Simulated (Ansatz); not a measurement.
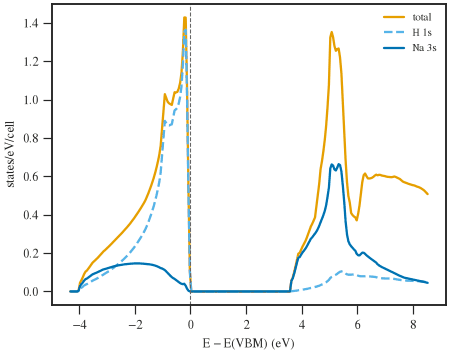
Figure: Total and projected density of states of NaH (rock salt, Fm-3m), DFT-LDA in the program Ansatz with PAW potentials

### Question
Which orbitals carry the states next to the gap?

### Answer
Top 1 eV of the valence band: H 1s 92 %, Na 3s 6 %. Bottom 1 eV of the conduction band: Na 3s 83 %, outside the projected shells 12 %. Projections are on Löwdin-orthogonalised atomic valence shells; empty p or d shells of many metals are not among them.

The cell was relaxed with LDA under the symmetry of its start; phonons on a q-mesh show no instability.

Potentials: the later of the program's two PAW sets.
